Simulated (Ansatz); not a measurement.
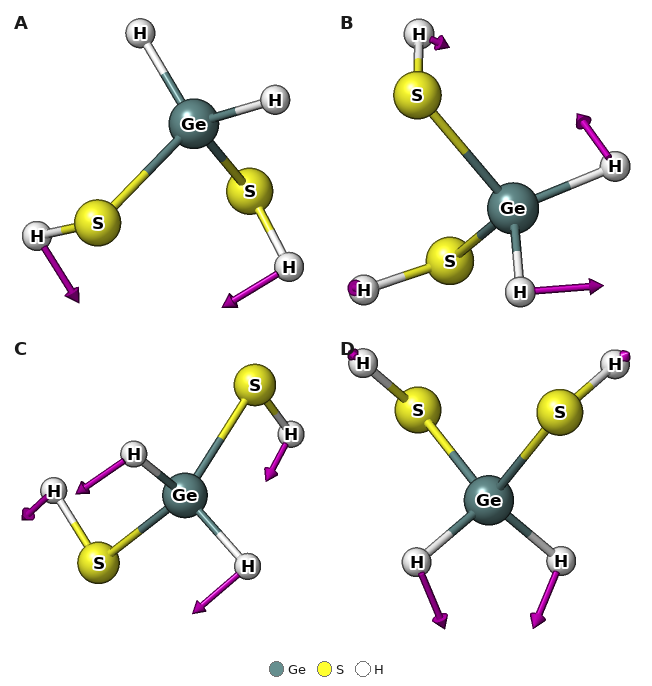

4 normal modes of one molecule or complex, as arrows. Harmonic vibrations computed with RKS PBE0-D4/def2-TZVP (Ansatz 0.2.0) at a stationary point of the same level.

### Match the panels to the wavenumbers 219 cm⁻¹, 441 cm⁻¹, 701 cm⁻¹, 856 cm⁻¹.

A: 219 cm⁻¹, a torsion or out-of-plane motion in which bond lengths and bond angles hardly change
B: 441 cm⁻¹, H–Ge–S bending
C: 701 cm⁻¹, H–Ge–S bending
D: 856 cm⁻¹, H–Ge–H bending
